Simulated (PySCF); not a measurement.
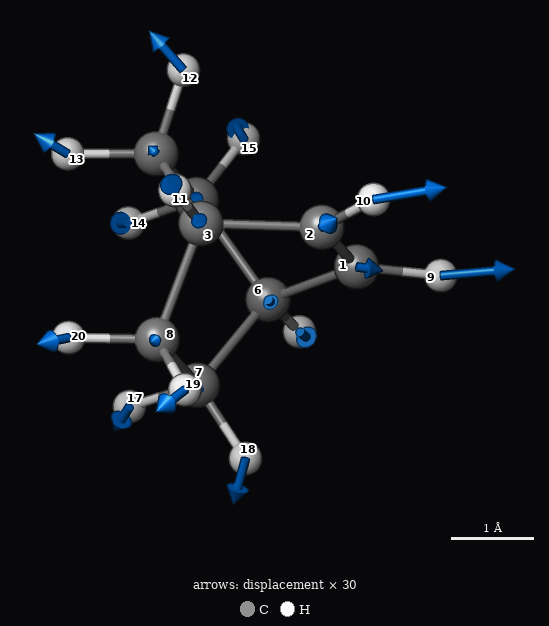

A relaxation of C₈H₁₂. The starting structure is drawn; blue arrows show the displacements, magnified 30 times. The two geometries are superimposed by the best rigid fit.

The picture is a ball-and-stick view, seen from a free direction.

The start comes from GFN2-xTB.

Computed with PBE0-D3(BJ)/def2-SVP geometry optimisation, gas phase in PySCF 2.14.0, density-fitted response routines. 

Q: Atoms of which element are displaced furthest, and by how much?

A: Hydrogen: up to 0.033 Å, against 0.012 Å for carbon.

Q: What happened in the run?

A: After 3 geometry steps the energy has fallen by 4.06 kJ/mol. Largest force component: 0.59 eV/Å at the start, 0.003 eV/Å at the end. The largest moves after the best rigid fit, 0.033 Å, are those of H atoms. Largest moves by element: H 0.033 Å, C 0.012 Å. Near-neighbour distances that change, for instance: C–H 1.078 → 1.093 Å, C–C 1.324 → 1.339 Å, C–H 1.091 → 1.102 Å, C–C 1.496 → 1.504 Å.
